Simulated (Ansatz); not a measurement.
# C₉H₆N₂: what the fields show

```xyz
17

C     3.4029   -1.4062    2.6182
C     2.1967   -0.9054    2.6591
C     0.9808   -0.4006    2.6944
C     0.1783   -0.0316    1.5139
C     0.6566   -0.1903    0.1959
C    -0.1572    0.1795   -0.8676
C    -1.4275    0.6989   -0.6045
C    -1.8139    0.8188    0.7381
C    -3.1199    1.3513    1.0592
N    -4.1725    1.7813    1.2875
N    -1.0379    0.4656    1.7694
H     3.5703   -2.4892    2.5783
H     4.2895   -0.7612    2.6303
H     0.4858   -0.2232    3.6554
H     1.6546   -0.5995    0.0296
H     0.1901    0.0664   -1.8970
H    -2.1036    1.0037   -1.4041
```

Geometry: B3LYP-D3(BJ)/def2-SVP.

These are results of Ansatz, isolated molecule in a Gaussian basis; Kohn-Sham density functional theory, functional PBE0, not measurements.

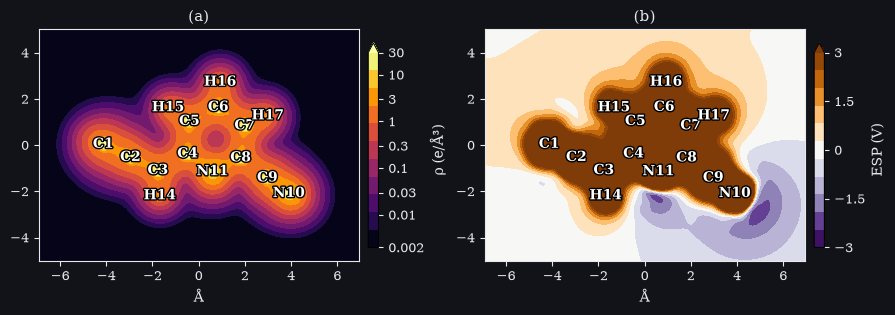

Figure 1. (a) electron density; (b) molecular electrostatic potential on the plane of atoms C5, C6 and C7.

Q: Read the bonding off the picture.

A: The plane passes through C, N and H nuclei.
C–N (1.16 Å): the density is about 3.5 e/Å³ at the midpoint.
C–C (1.31 Å): ρ is about 2.3 e/Å³ halfway.
C–H (1.09 Å): the density is about 2 e/Å³ at the midpoint.
C–N (1.34 Å): the density is about 2.4 e/Å³ at the midpoint.
C–C (1.39 Å): ρ is about 2.1 e/Å³ halfway.
Outside the dense part of the molecule the potential is most negative (−2.2 V) near N11.

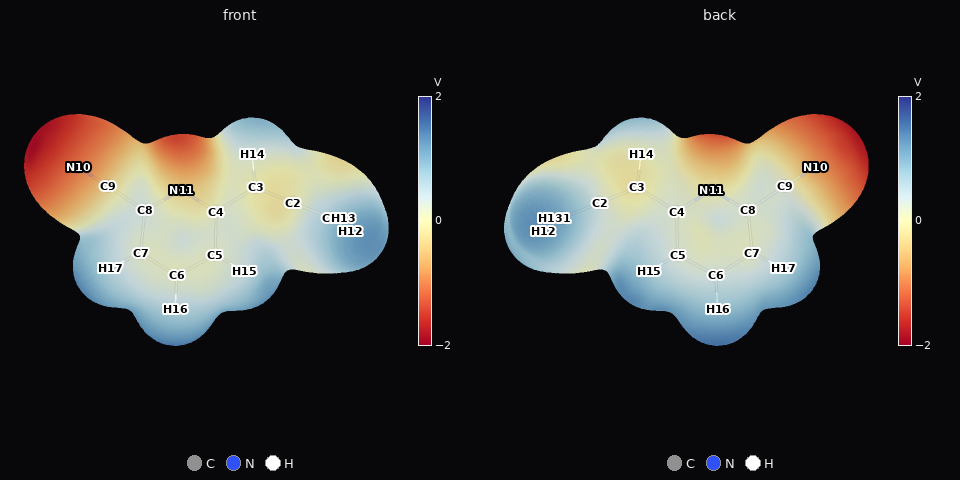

Figure 2. The electrostatic potential painted on the density surface at 0.002 e/bohr³, seen from the front and from behind; the colour scale runs from red (negative) to blue (positive).

Q: Where is the surface potential most negative and most positive?

A: The most negative region (about −1.9 V) lies over N10, the most positive (about +1.5 V) over H16. N10 is the likeliest acceptor of a hydrogen bond.

Q: What dipole moment does the calculation give?

A: Its dipole moment is 6.35 D.

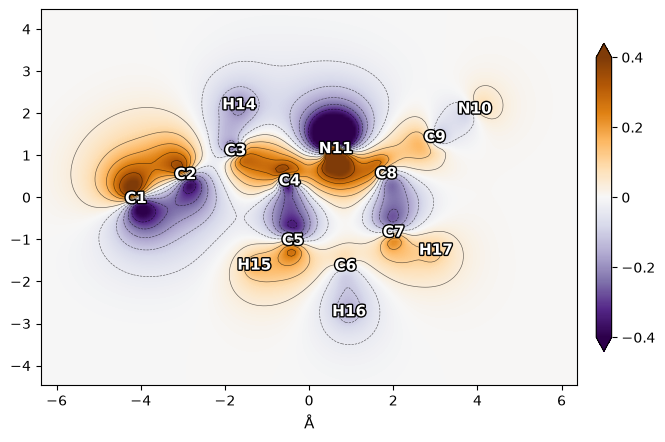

Figure 3. The HOMO−1 on the plane of atoms C4, N11 and C8 (values in Å⁻³ᐟ²; the overall sign is arbitrary).

Q: Where does this orbital lie, and at what energy?

A: Its weight (Hirshfeld) is mainly on N11 (about 40 %), C1 (about 15 %), C2 (about 10 %) and C4 (about 5 %). Its energy is −8.17 eV.
